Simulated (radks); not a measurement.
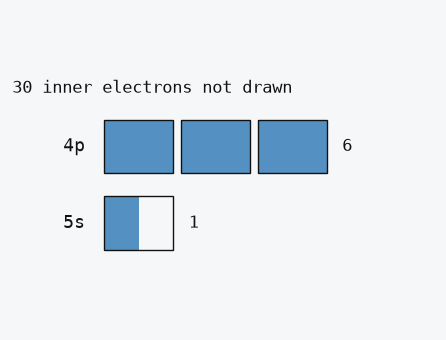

Fig. 1: The outer shells as the input fills them: a box for each of the 2l + 1 orbitals, shaded by the share of the shell that is filled, with the electron count at the right.

Atomic calculation for Sr⁺

- system: the strontium ion Sr⁺ in the configuration [Kr] 5s1 (high spin).
- method: scalar-relativistic Kohn-Sham, r2SCAN, spin-polarised, spherical densities, finite nucleus (the in-house radial solver radks)

The input:
```
Z 38
configuration [Kr] 5s1
relativity scalar-relativistic
functional r2scan,r2scan
spin polarised
nucleus finite rms 4.224 fm
c 137.035999084
mesh_end 20
max_iterations 96
```

Energies in input and log are in hartree, lengths in bohr (the nuclear radius in fm).

Hardware: 1 thread of Intel Xeon, 149 GiB of memory available, shared host.

The run was one of a batch that the task file lists, launched with:
```bash
python <driver script> task.json out
```

Log:
```
1s      1   1.0000        -587.33751185
2s      1   1.0000         -80.12688363
2p      1   3.0000         -71.13848476
3s      1   1.0000         -12.77151971
3p      1   3.0000          -9.83808286
3d      1   5.0000          -5.01340289
4s      1   1.0000          -1.78510155
4p      1   3.0000          -1.09641958
5s      1   1.0000          -0.32200501
1s      2   1.0000        -587.33697634
2s      2   1.0000         -80.12656812
2p      2   3.0000         -71.13811136
3s      2   1.0000         -12.77072186
3p      2   3.0000          -9.83719996
3d      2   5.0000          -5.01235892
4s      2   1.0000          -1.78200493
4p      2   3.0000          -1.09281395
5s      2   0.0000          -0.24945745
Etot -3179.783248802252
Ekin 3260.905000933547
Encl -7648.89642350559
Eh 1313.429987911519
Exc -105.22181414172763
err 3.3809385310630694e-06
it 14
```

Outcome:

```
                       quantity                value
                        outcome            converged
                   total energy   −3179.7832 hartree
                 kinetic energy    3260.9050 hartree
        electron–nucleus energy   −7648.8964 hartree
                 Hartree energy    1313.4300 hartree
    exchange–correlation energy  −105.221814 hartree
radius at density 0.001 e/bohr³            4.51 bohr
                 SCF iterations                   14
```

What is odd here:

A numerical setting was moved from its usual value: mesh end rmax = 20. The program ran to the end, and its total energy equals that of the same run with the usual input (−3179.78325 hartree) within 10⁻⁵ hartree, so the oddity leaves no trace in it.
